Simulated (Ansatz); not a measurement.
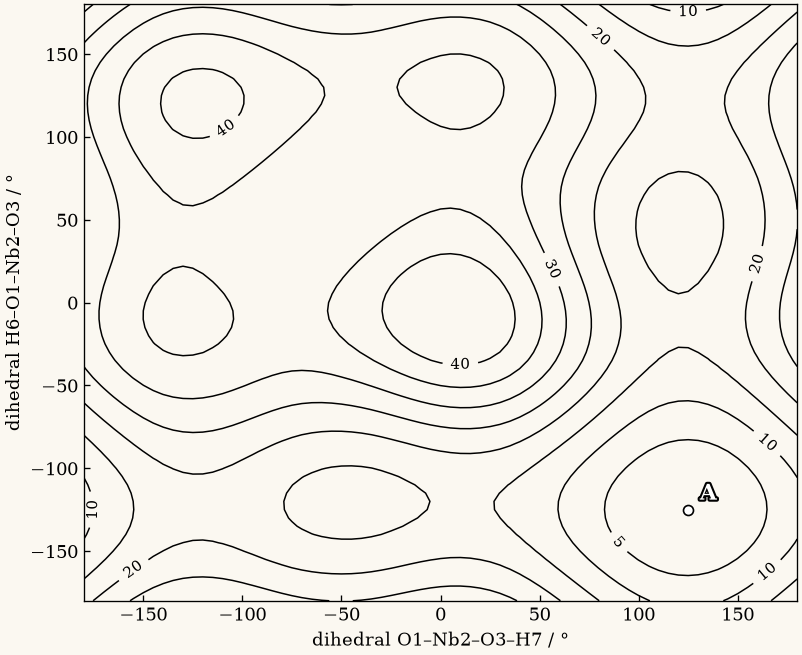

ClH2NbO2S, SMILES [OH][Nb]([OH])(=[S])[Cl]. The first coordinate is: dihedral O1–Nb2–O3–H7; the second: dihedral H6–O1–Nb2–O3. Nothing is relaxed (all other coordinates rigid). Grid: 10 × 10 points; 55 points were computed and 45 follow by symmetry. Points are written as (first, second). All energies are given in kJ/mol relative to the relaxed molecule at the same level. Theory: RKS PBE-D4/def2-TZVP (Ansatz 0.2.0).

Drawn: contour lines labelled in kJ/mol (none above 40), the point A. Between grid points the surface is interpolated.

**Find the lowest pass out of the well at A.**

The easiest path leads from the well at about (125°, −125°) to the well at about (−45°, −120°), about 13 kJ/mol higher. Its highest point lies about 16 kJ/mol above the bottom of the first well on the interpolated surface, at about (10°, −120°). Seen from the upper well the barrier is about 2.6 kJ/mol. The start is the relaxed structure and all else is held, so a fully relaxed path at this level can only be lower.

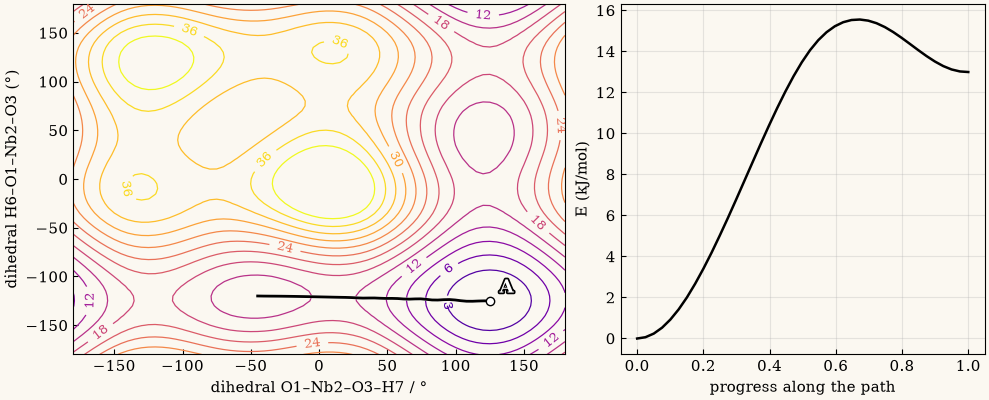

Drawn: contour lines labelled in kJ/mol (none above 39), a line along the lowest path, the energy along the path at the right. Between grid points the surface is interpolated.
